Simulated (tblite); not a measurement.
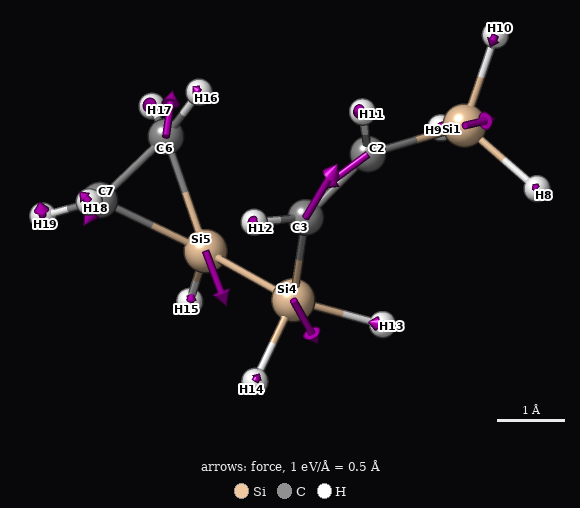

Starting geometry of C$_{4}$H$_{12}$Si$_{3}$ with the computed forces as purple arrows. A ball-and-stick model, seen at a tilt.

Computed with GFN2-xTB geometry optimisation, gas phase in tblite 0.8.0. 

### What follows when this structure is relaxed?

It isn't relaxed: the largest force vector, on C3, is 2.28 eV/Å. The final displacements have little in common with the starting forces (cosine between the two patterns 0.10). The atom that moves furthest after the best rigid fit is H9 (0.60 Å). By element the largest moves are H 0.60 Å, Si 0.38 Å, C 0.26 Å. Near-neighbour distances that change, for instance: C3–Si4 1.823 → 1.883 Å, Si5–C6 1.837 → 1.893 Å, Si1–C2 1.837 → 1.882 Å, Si4–H13 1.503 → 1.469 Å. Among the angles between lasting bonds that change: Si5–C7–H19 114.1° → 120.9°, Si4–Si5–C7 113.2° → 120.0°, C6–Si5–H15 117.4° → 111.6°. The energy falls by 0.339 eV in 116 geometry steps.
